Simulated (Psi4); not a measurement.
**GeSiH3ClO (SMILES Cl[SiH]1[O][GeH2]1) at CAM-B3LYP/def2-SVP (ints tolerance 1e-12, sweep point 6)**

Aim: the vertical singlet–triplet gap of GeSiH3ClO at CAM-B3LYP/def2-SVP (ints tolerance 1e-12, sweep point 6), from 2 runs. Input form: a Python script.

The calculation is run with Psi4 1.11.

4 further runs of the same task are left out: 4 set aside as unsound or not needed. Runs told in other sessions of the task aren't counted.

## Step 1: The structure to begin with

The species is GeSiH3ClO (7 atoms), meant as a singlet with charge 0. As SMILES, `Cl[SiH]1[O][GeH2]1`. The shape is that of a PBE0-D4/def2-TZVP optimisation.

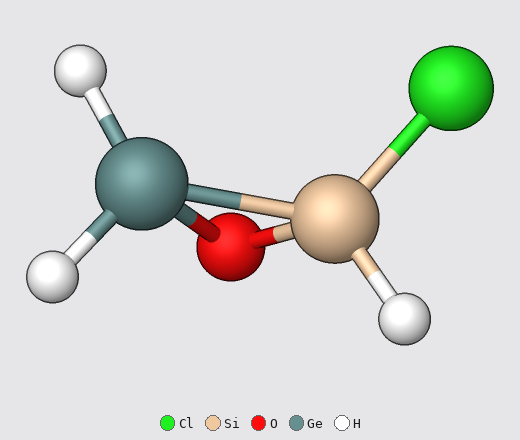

The structure, seen from a chosen angle (chlorine green, silicon light orange, oxygen red, germanium teal, hydrogen white).

## Step 2: A single-point energy at CAM-B3LYP/def2-SVP (ints tolerance 1e-12, sweep point 6)

job.py

```python
import psi4

psi4.set_memory('1600 MB')
psi4.set_num_threads(1)
psi4.set_output_file('psi4.out', False)

m = psi4.geometry("""
0 1
Cl     1.78900372    -4.70315038     1.23909342
Si    -0.50890325    -1.96191366    -0.19237412
O      0.75551250     0.02494438    -2.18716902
Ge     0.08465973     2.17866525     0.61775147
H     -2.90639878    -3.19722763    -0.91538333
H     -1.70113146     4.29742618    -0.24226289
H      2.60309774     3.23256551     1.59398399
units bohr
symmetry c1
""")

options = {'basis': 'def2-SVP', 'puream': True, 'scf_type': 'direct', 'dft_radial_points': 99, 'dft_spherical_points': 590, 'ints_tolerance': 1e-12, 'maxiter': 60}
psi4.set_options(options)

result, w = psi4.energy("cam-b3lyp", return_wfn=True)
print(f'cam-b3lyp energy: {result:.10f} Eh')
for k, v in sorted(psi4.core.scalar_variables().items()):
    print(f'{k:45s} {v:18.10f}')
```

Run with:

```sh
python job.py
```

psi4.out (excerpt; [...] marks lines left out):

```text
[...]
  Running in c1 symmetry.
[...]
  Nuclear repulsion =  422.338159477213594
[...]
  Multiplicity = 1
[...]
  Nalpha       = 37
  Nbeta        = 37
[...]
    Number of basis functions: 97
[...]
   @DF-RKS iter   1: -2901.93082788157972   -2.05025e+00   2.45824e-02 DIIS/ADIIS
[...]
   @RKS iter  11: -2903.32528827063470   -1.19976e-08   2.56011e-07 DIIS
[...]
    Orbital Energies [Eh]
    ---------------------
    Doubly Occupied:
       1A   -398.795255     2A   -101.577344     3A    -66.255968
       4A    -49.856575     5A    -44.393615     6A    -44.391714
       7A    -44.391712     8A    -19.198018     9A     -9.534056
      10A     -7.301336    11A     -7.295460    12A     -7.295000
      13A     -6.316281    14A     -5.421204    15A     -4.495151
      16A     -4.489357    17A     -4.489285    18A     -3.784910
      19A     -3.783708    20A     -3.781727    21A     -1.319596
      22A     -1.315438    23A     -1.314906    24A     -1.310925
      25A     -1.309987    26A     -1.038530    27A     -0.915333
      28A     -0.631684    29A     -0.591694    30A     -0.484594
      31A     -0.474463    32A     -0.450587    33A     -0.430712
      34A     -0.408078    35A     -0.392960    36A     -0.369758
[...]
  @RKS Final Energy: -2903.32528827063470
   => Energetics <=
    Nuclear Repulsion Energy =            422.3381594772135941
    One-Electron Energy =               -4877.9507713435159530
    Two-Electron Energy =                1658.8110619108631454
    DFT Exchange-Correlation Energy =    -106.5237383151951320
    Empirical Dispersion Energy =           0.0000000000000000
    VV10 Nonlocal Energy =                  0.0000000000000000
    Total Energy =                      -2903.3252882706347009
[...]
 Multipole Moments:
 ------------------------------------------------------------------------------------
     Multipole            Electronic (a.u.)      Nuclear  (a.u.)        Total (a.u.)
 ------------------------------------------------------------------------------------
 L = 1.  Multiply by 2.5417464519 to convert [e a0] to [Debye]
 Dipole X            :          0.1391296           -0.6499355           -0.5108059
 Dipole Y            :          8.1115218           -7.7563367            0.3551851
 Dipole Z            :          2.7736572           -2.2149267            0.5587305
 Magnitude           :                                                    0.8362170
[...]
```

Standard output:

```text
cam-b3lyp energy: -2903.3252882706 Eh
CURRENT ENERGY                                  -2903.3252882706
CURRENT REFERENCE ENERGY                        -2903.3252882706
DD SOLVATION ENERGY                                 0.0000000000
DFT FUNCTIONAL TOTAL ENERGY                     -2903.3252882706
DFT TOTAL ENERGY                                -2903.3252882706
DFT VV10 ENERGY                                     0.0000000000
DFT XC ENERGY                                    -106.5237383152
GRID ELECTRONS ALPHA                               36.9999999306
GRID ELECTRONS BETA                                36.9999999306
GRID ELECTRONS TOTAL                               73.9999998612
NUCLEAR REPULSION ENERGY                          422.3381594772
ONE-ELECTRON ENERGY                             -4877.9507713435
PCM POLARIZATION ENERGY                             0.0000000000
PE ENERGY                                           0.0000000000
SCF ITERATION ENERGY                            -2903.3252882706
SCF ITERATIONS                                     11.0000000000
SCF TOTAL ENERGY                                -2903.3252882706
TWO-ELECTRON ENERGY                              1658.8110619109
XC GRID RADIAL POINTS                              99.0000000000
XC GRID SPHERICAL POINTS                          590.0000000000
XC GRID TOTAL POINTS                           385103.0000000000
```

Wall time 16 s (1 thread of INTEL XEON PLATINUM 8581C at 2.10GHz (Emerald Rapids), shared host); peak memory 1.2 GiB.

## Step 3: The triplet

job.py

```python
import psi4

psi4.set_memory('1600 MB')
psi4.set_num_threads(1)
psi4.set_output_file('run.log', False)

m = psi4.geometry("""
0 3
Cl     1.78900372    -4.70315038     1.23909342
Si    -0.50890325    -1.96191366    -0.19237412
O      0.75551250     0.02494438    -2.18716902
Ge     0.08465973     2.17866525     0.61775147
H     -2.90639878    -3.19722763    -0.91538333
H     -1.70113146     4.29742618    -0.24226289
H      2.60309774     3.23256551     1.59398399
units au
symmetry c1
""")

psi4.set_options({
    'basis': 'def2-SVP',
    'reference': 'uks',
    'puream': True,
    'scf_type': 'direct',
    'dft_radial_points': 99,
    'dft_spherical_points': 590,
    'ints_tolerance': 1e-12,
    'maxiter': 100,
})

e_tot, wfn = psi4.energy("cam-b3lyp", return_wfn=True)
print('E =', round(e_tot, 9))
```

Run with:

```sh
python job.py
```

run.log (excerpt; [...] marks lines left out):

```text
[...]
  Running in c1 symmetry.
[...]
  Nuclear repulsion =  422.338159477213594
[...]
  Multiplicity = 3
[...]
  Nalpha       = 38
  Nbeta        = 36
[...]
    Number of basis functions: 97
[...]
   @DF-UKS iter   1: -2901.30084798105054   -1.42027e+00   2.58330e-02 ADIIS/DIIS
[...]
   @UKS iter  16: -2903.18733305261867   -1.74541e-08   3.10867e-07 DIIS
[...]
   @S^2 Observed:                2.006237434E+00
[...]
  @UKS Final Energy: -2903.18733305261867
   => Energetics <=
    Nuclear Repulsion Energy =            422.3381594772135941
    One-Electron Energy =               -4877.0817266618996655
    Two-Electron Energy =                1658.0829981983667949
    DFT Exchange-Correlation Energy =    -106.5267640662989663
    Empirical Dispersion Energy =           0.0000000000000000
    VV10 Nonlocal Energy =                  0.0000000000000000
    Total Energy =                      -2903.1873330526182144
  UHF NO Occupations:
  HONO-2 :   36  A 1.9979173
  HONO-1 :   37  A 1.0000000
[...]
 Multipole Moments:
 ------------------------------------------------------------------------------------
     Multipole            Electronic (a.u.)      Nuclear  (a.u.)        Total (a.u.)
 ------------------------------------------------------------------------------------
 L = 1.  Multiply by 2.5417464519 to convert [e a0] to [Debye]
 Dipole X            :          0.2568212           -0.6499355           -0.3931143
 Dipole Y            :          7.8121395           -7.7563367            0.0558028
 Dipole Z            :          2.3821057           -2.2149267            0.1671791
 Magnitude           :                                                    0.4308151
[...]
```

Standard output:

```text
E = -2903.187333053
```

Run time: 27 s. Hardware: 1 thread of INTEL XEON PLATINUM 8581C at 2.10GHz (Emerald Rapids), shared host; peak memory 1.2 GiB.

## Step 4: Outcome

Level: CAM-B3LYP/def2-SVP (ints tolerance 1e-12, sweep point 6).

| quantity | value |
| --- | --- |
| singlet: total energy | -2903.32529 Eh |
| singlet: dipole moment | 2.13 D |
| singlet: HOMO energy | -8.34 eV |
| singlet: LUMO energy | -0.17 eV |
| singlet: HOMO–LUMO gap | 8.16 eV |
| triplet: total energy | -2903.18733 Eh |
| triplet: dipole moment | 1.10 D |
| triplet: HOMO energy (highest over α and β) | -4.64 eV |
| triplet: LUMO energy (lowest over α and β) | -3.93 eV |
| triplet: ⟨S²⟩ | 2.006 |
| vertical energy of the triplet above the singlet | 3.754 eV |

**Reading.** At this shape the triplet lies 3.75 eV (87 kcal/mol) above the singlet.
